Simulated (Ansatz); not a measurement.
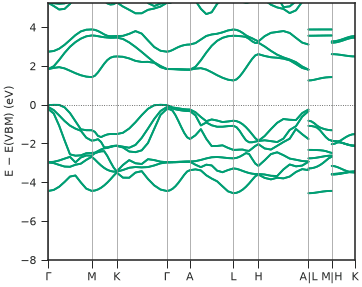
Figure: Band structure from the program Ansatz at the r²SCAN+D4 with spin–orbit coupling level (PAW)

Q: Read off the gap and where the band edges lie.

A: About 1.3 eV (1.25 eV by a search for the band edges); maximum on the K–Γ line, 83 % of the way from K, minimum at L.

The material is ZrS2 (CdI2 type, space group No. 164).

Space group P-3m1 (CdI2 type). Symmetry was held in the r²SCAN+D4 relaxation. No spin polarisation was allowed.

Potentials: the later of the program's two PAW sets.
